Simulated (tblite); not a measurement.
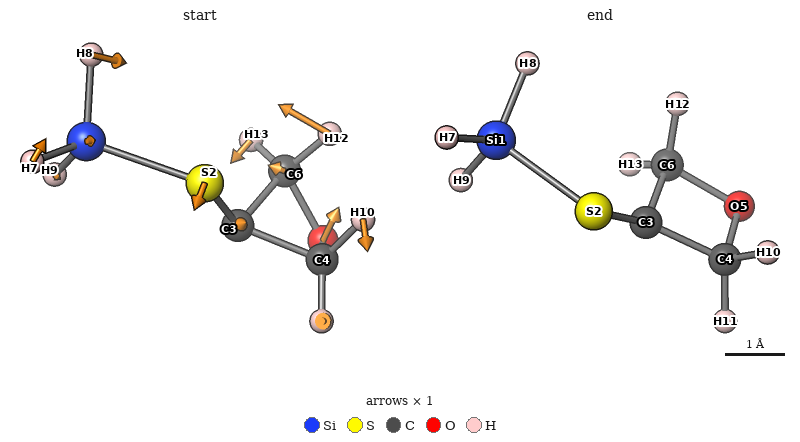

The structure of C$_{3}$H$_{7}$OSSi (multiplicity 2) before (left) and after (right) a relaxation, at one scale. The orange arrows give the displacements, at their true length.

The picture is a ball-and-stick view, seen from a free direction.

These are results of GFN2-xTB geometry optimisation, gas phase in tblite, not measurements. 

Question: What changed between the two?

Answer: Over 93 geometry steps the energy falls by 1.576 eV. The largest move after the best rigid fit is that of H12, 1.03 Å. Largest moves by element: H 1.03 Å, O 0.72 Å, S 0.55 Å, C 0.34 Å, Si 0.22 Å. Among the contacts that change: S2–C3 1.783 → 1.714 Å, C3–C4 1.545 → 1.493 Å, C3–C6 1.533 → 1.495 Å, C4–H10 1.119 → 1.098 Å. Bond angles that change, for instance: S2–C3–C6 116.1° → 131.4°, S2–C3–C4 114.7° → 128.9°, C4–C3–C6 76.3° → 87.6°. Groups turn about Si1–S2 by about 40°. The run took 0.44 s on 1 thread of Arm Neoverse V2 (shared host).
